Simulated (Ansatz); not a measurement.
# CH3BCl (SMILES C[B]Cl): U-wB97X/aug-cc-pVDZ

What is the vertical ionisation energy of CH3BCl at U-wB97X/aug-cc-pVDZ? 

The results are computed with Ansatz 0.2.0.

70 further runs of the same task are left out: 70 set aside as unsound or not needed.

## (1) The molecule

CH3BCl: 6 atoms, total charge 0, spin state doublet. SMILES: `C[B]Cl`. Geometry: relaxed at PBE0-D4/def2-TZVP.

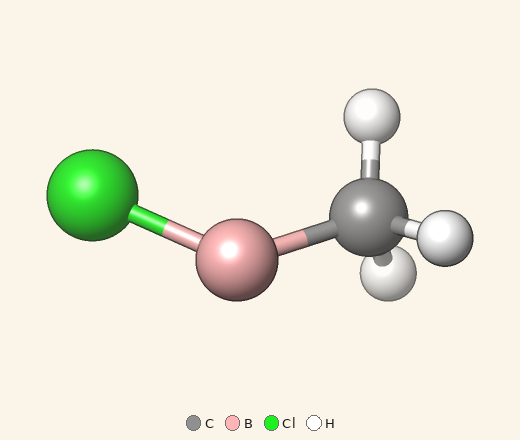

The structure, seen from a chosen angle (carbon grey, boron pink, chlorine green, hydrogen white).

## (2) The energy at U-wB97X/aug-cc-pVDZ

run.yaml

```yaml
crystal:
  periodic: [false, false, false]
  atoms:
    - {symbol: C, position_ang: [-0.289900, 0.325200, -0.312400]}
    - {symbol: B, position_ang: [0.195300, -1.059500, 0.167700]}
    - {symbol: Cl, position_ang: [1.467800, -1.355700, 1.297800]}
    - {symbol: H, position_ang: [-1.073500, 0.641700, 0.390700]}
    - {symbol: H, position_ang: [0.494200, 1.088800, -0.289700]}
    - {symbol: H, position_ang: [-0.752000, 0.295400, -1.300400]}
basis:
  gaussian:
    orbitals: aug-cc-pVDZ
magnetization:
  spin_polarized: true
  initial_magnetization: 1
hamiltonian:
  xc: {name: wB97X}
accuracy: high
output: {orbitals: {seedname: orbitals}}
```

Started as:

```
$ ansatz run run.yaml --threads 1 --pin off --max-ram 3480MiB --events-out events.jsonl --progress --plain --runs-dir runs
```

The program printed:

```text
Warning: RAYON_NUM_THREADS=1 ignored (pool sized by the plan → 1); use --threads N
Functional definition: wB97X
  name "wB97X"
  parameter omega = 0.3/bohr
  parameter cx = 0.157706
  parameter cx1 = 0.726479
  parameter cx2 = 1.04760
  parameter cx3 = -5.70635
  parameter cx4 = 13.2794
  parameter css1 = -4.33879
  parameter css2 = 18.2308
  parameter css3 = -31.7430
  parameter css4 = 17.2901
  parameter cos1 = 2.37031
  parameter cos2 = -11.3995
  parameter cos3 = 6.58405
  parameter cos4 = -3.78132
  exchange = spin_sum(e_x_unif_sr(omega)*poly(b97_u_x, 1 - cx, cx1, cx2, cx3, cx4)) + cx*exact_x_sr(omega)
      + exact_x_lr(omega)
  correlation = spin_sum(e_c_pw_same_spin*poly(b97_u_same, 1, css1, css2, css3, css4))
      + integral(e_c_pw_opposite_spin*poly(b97_u_opposite, 1, cos1, cos2, cos3, cos4))
1975 factors; integrals over basis functions are off by at most 3.8e-9 eV
478 factors; integrals over basis functions are off by at most 1.9e-9 eV
mean field evaluation 1: about -14280.5162 eV, gradient 2.5e1 eV
mean field evaluation 2: about -14282.3239 eV, gradient 1.7e1 eV
mean field evaluation 4: about -14283.7445 eV, gradient 7.0e-1 eV
mean field evaluation 8: about -14283.7973 eV, gradient 1.1e-1 eV
mean field evaluation 16: about -14283.7976 eV, gradient 4.6e-4 eV
mean field -14283.79755719 eV, -524.9198783209 hartree, gradient 7.7e-8 eV, S^2 0.752663; 0 other end points of the search recorded, 0 dependent functions left out
reference -14283.79755244 eV, -524.9198781465 hartree; 16, 15 occupied and 84, 85 virtual orbitals, 1975 factors
Total energy: -14283.79755244 eV, -524.9198781465 hartree
```

Wall time 50 s (1 thread of Arm Neoverse V1, shared host); peak memory 0.78 GiB.

## (3) The singlet cation at the same level

job.yaml

```yaml
crystal:
  periodic: [false, false, false]
  atoms:
    - symbol: C
      position_ang: [-0.289900, 0.325200, -0.312400]
    - symbol: B
      position_ang: [0.195300, -1.059500, 0.167700]
    - symbol: Cl
      position_ang: [1.467800, -1.355700, 1.297800]
    - symbol: H
      position_ang: [-1.073500, 0.641700, 0.390700]
    - symbol: H
      position_ang: [0.494200, 1.088800, -0.289700]
    - symbol: H
      position_ang: [-0.752000, 0.295400, -1.300400]
basis:
  gaussian: {orbitals: aug-cc-pVDZ}
accuracy: high
hamiltonian: {xc: {name: wB97X}}
total_charge: 1
output: {orbitals: {seedname: orbitals}}
```

Started as:

```
$ ansatz run job.yaml --threads 1 --pin off --max-ram 3480MiB --events-out events.jsonl --progress --plain --runs-dir runs
```

The program printed (excerpt; [...] marks lines left out):

```text
Warning: RAYON_NUM_THREADS=1 ignored (pool sized by the plan → 1); use --threads N
[... 2 set-up lines as earlier in the session ...]
[...]
      + exact_x_lr(omega)
[...]
      + integral(e_c_pw_opposite_spin*poly(b97_u_opposite, 1, cos1, cos2, cos3, cos4))
1975 factors; integrals over basis functions are off by at most 3.8e-9 eV
478 factors; integrals over basis functions are off by at most 1.9e-9 eV
[...]
mean field -14275.72019334 eV, -524.6230406746 hartree, gradient 9.2e-8 eV, S^2 0.000000; 0 other end points of the search recorded, 0 dependent functions left out
reference -14275.72018535 eV, -524.6230403809 hartree; 15, 15 occupied and 85, 85 virtual orbitals, 1975 factors
Total energy: -14275.72018535 eV, -524.6230403809 hartree
```

It took 22 s on 1 thread of Arm Neoverse V1, shared host; peak memory 0.48 GiB.

## (4) Results

Level: U-wB97X/aug-cc-pVDZ.

| quantity | value |
| --- | --- |
| doublet CH3BCl: total energy | -524.91988 Eh |
| doublet CH3BCl: HOMO energy (highest over α and β) | -7.97 eV |
| doublet CH3BCl: LUMO energy (lowest over α and β) | -0.05 eV |
| doublet CH3BCl: ⟨S²⟩ | 0.753 |
| singlet cation: total energy | -524.62304 Eh |
| singlet cation: HOMO energy | -18.79 eV |
| singlet cation: LUMO energy | -7.93 eV |
| singlet cation: HOMO–LUMO gap | 10.86 eV |
| vertical ionisation energy (to the singlet cation) | 8.077 eV |

Removing an electron at fixed nuclei costs 8.08 eV (779 kJ/mol). Only the singlet of the ionised species was computed; a triplet could lie lower.
